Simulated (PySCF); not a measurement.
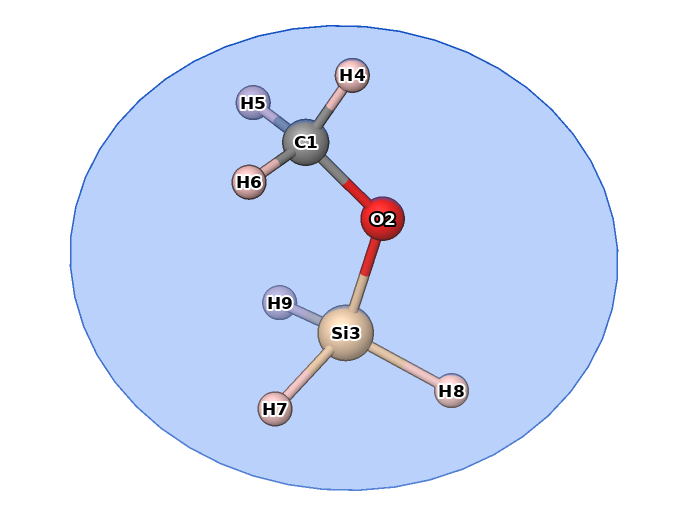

A disc through the centre of mass is drawn in. Depth is shown by fading: the farther an atom, the more it takes the colour of the background. Computed geometry: PBE0-D3(BJ)/def2-SVP optimisation. No frequency run is at hand to confirm it as a minimum.

Question: Is the plane of the disc a mirror plane of the structure?

Answer: Yes. The reflection leaves C1, O2, Si3, H4, H8 in place and moves H5 ↔ H6; H7 ↔ H9. The point group is Cs.
